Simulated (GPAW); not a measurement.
Consider BaTiO3 (P4mm).

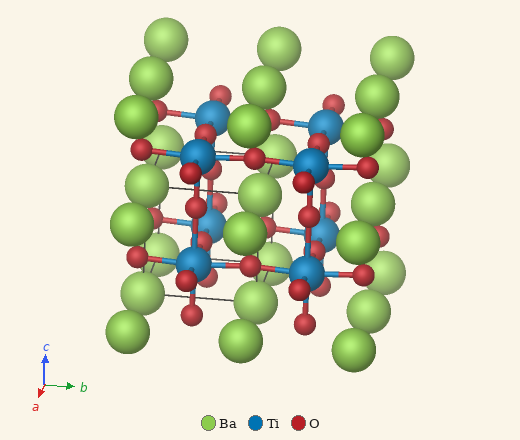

The structure (barium green, titanium blue, oxygen red). 2×2×2 cells are drawn. Some periodic images of atoms are drawn too.

```cif
data_structure
_symmetry_space_group_name_H-M 'P 1'
_symmetry_Int_Tables_number 1
_cell_length_a 3.9998
_cell_length_b 3.9998
_cell_length_c 4.0180
_cell_angle_alpha 90.000
_cell_angle_beta 90.000
_cell_angle_gamma 90.000
_cell_volume 64.28
loop_
_atom_site_label
_atom_site_type_symbol
_atom_site_fract_x
_atom_site_fract_y
_atom_site_fract_z
_atom_site_occupancy
Ba1 Ba 0.00000 0.00000 0.00000 1
Ti2 Ti 0.50000 0.50000 0.49000 1
O3 O 0.00000 0.50000 0.51700 1
O4 O 0.50000 0.00000 0.51700 1
O5 O 0.50000 0.50000 0.01900 1
```

Absorber: atom 2, with 1 O at 1.89 Å, 4 O at 2.00 Å and 1 O at 2.13 Å (distorted octahedral, site symmetry 4mm). Method: GPAW, LDA, full core hole (charged cell), 10-atom cell with 5.7 Å between holes, 6×6×6 k points, dipole transitions, Gaussian full width 0.94 eV up to 4 eV, rising linearly to 3.5 eV at 25 eV.

The database entry behind the starting cell differs from later determinations by our own check (c/a about 0.6 % short), so it need not match the best structure at ambient conditions.

Question: Predict the near-edge structure at the Ti K edge.

Main maxima up to 30 eV above the zero (height): 2.6 eV (0.26), 5.4 eV (0.63), 7.9 eV (0.22), 14.4 eV (2.70), 19.6 eV (2.34) and 26.4 eV (2.16). A K edge sees empty p states. The first eV above the zero hold little dipole weight, as the lowest empty bands are of d character; the main edge, of 4p character, rises through 0.6 near 12 eV above the zero. The total-energy difference plus the lowest empty eigenvalue puts the zero at 4970.77 eV. One term is added: -22.68 eV, since the hole is spin-paired here and a spin-polarised one costs that much less in the free atom (computed apart). The photon energy is then 4948.09 eV. The tabulated edge of the element is 4966 eV. The functional and the charged cell's background leave an error in such absolute values: in the free atom LDA prices this hole 13.2 eV below PBE (computed apart), and PBE is itself good to a few eV.

The Ti K spectrum (energy from the lowest empty level; intensity scaled to a mean of 1 over the first 20 eV; polarised curves are means over the symmetry-equivalent atoms):

| E (eV) | isotropic | ε ⊥ c | ε ∥ c |
| --- | --- | --- | --- |
| -2.0 | 0.00 | 0.00 | 0.00 |
| -0.5 | 0.00 | 0.00 | 0.00 |
| 1.0 | 0.01 | 0.01 | 0.01 |
| 2.5 | 0.25 | 0.13 | 0.48 |
| 4.0 | 0.03 | 0.02 | 0.04 |
| 5.5 | 0.62 | 0.58 | 0.69 |
| 7.0 | 0.16 | 0.17 | 0.14 |
| 8.5 | 0.21 | 0.21 | 0.20 |
| 10.0 | 0.16 | 0.16 | 0.15 |
| 11.5 | 0.38 | 0.37 | 0.39 |
| 13.0 | 1.83 | 1.76 | 1.99 |
| 14.5 | 2.70 | 2.69 | 2.72 |
| 16.0 | 2.39 | 2.43 | 2.29 |
| 17.5 | 2.05 | 2.08 | 1.98 |
| 19.0 | 2.27 | 2.32 | 2.18 |
| 20.5 | 2.22 | 2.28 | 2.10 |
| 22.0 | 1.84 | 1.89 | 1.74 |
| 23.5 | 1.86 | 1.90 | 1.78 |
| 25.0 | 2.06 | 2.09 | 1.99 |
| 26.5 | 2.16 | 2.20 | 2.09 |
| 28.0 | 1.97 | 2.01 | 1.90 |
| 29.5 | 1.55 | 1.58 | 1.48 |
| 31.0 | 1.29 | 1.31 | 1.25 |

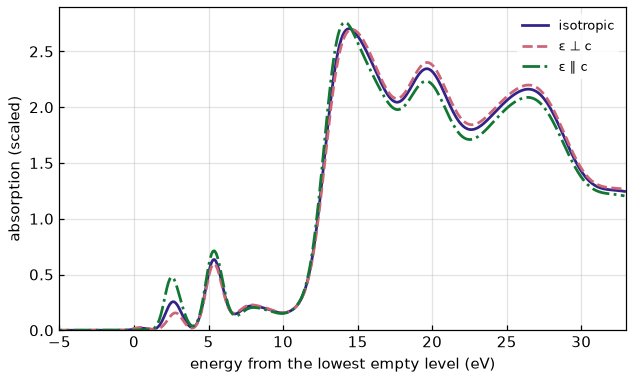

The Ti K edge.

Quadrupole 1s→3d transitions, which feed the pre-edge, are not in the dipole spectrum. The holes are only 5.7 Å apart, so the shape is probably not converged with cell size; no larger cell was run here. The mesh is coarse (0.26 Å⁻¹ between points), so small maxima may be mesh ripples. Lifetime broadening is put in by hand, and intensities beyond about 20 eV depend on it and on the partial waves. The structure is a published determination, not relaxed.

[Banner, clock and machine lines of the logs are left out without a mark of their own.]

[Logs are printed without paths, hosts, clocks, repeated set-up lines and the standing remarks that a program may print on its own settings, such as how far it seeks lower states.]

[Hosts, paths, dates, database ids (printed as entryN), source tags and the programs' standing remarks are cut or masked in the printed files.]

[Lists of maxima count a maximum above −3 eV only where it reaches 4 % of the highest in the window and stands out from its surroundings by 2 % of it (1.5 % where it reaches 55 %); shoulders and weaker maxima are passed over, and of the rest the first, up to two pre-edge ones and the few strongest are named.]
